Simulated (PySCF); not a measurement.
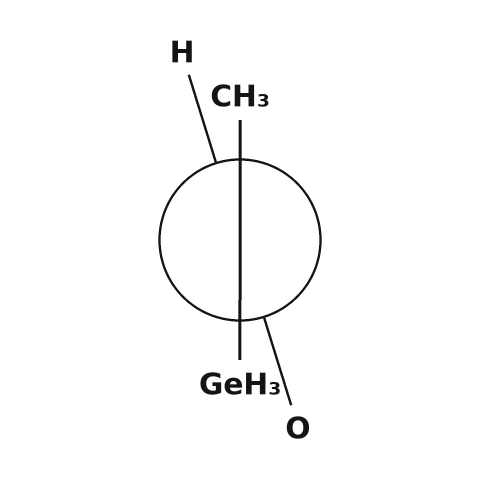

A Newman projection along the N–C bond, nitrogen in front; angles are drawn as computed, but eclipsed bonds slightly apart. The computed structure is the end point of a PBE0-D3(BJ)/def2-SVP optimisation. No frequency run is at hand to confirm it as a minimum.

> Which molecule is it?

C2H7GeNO, C[N]([GeH3])C=O

> What is the torsion angle from the front GeH3 to the back O? The sign is positive where the front bond must turn clockwise to cover the back bond.

0°, synperiplanar (eclipsed).
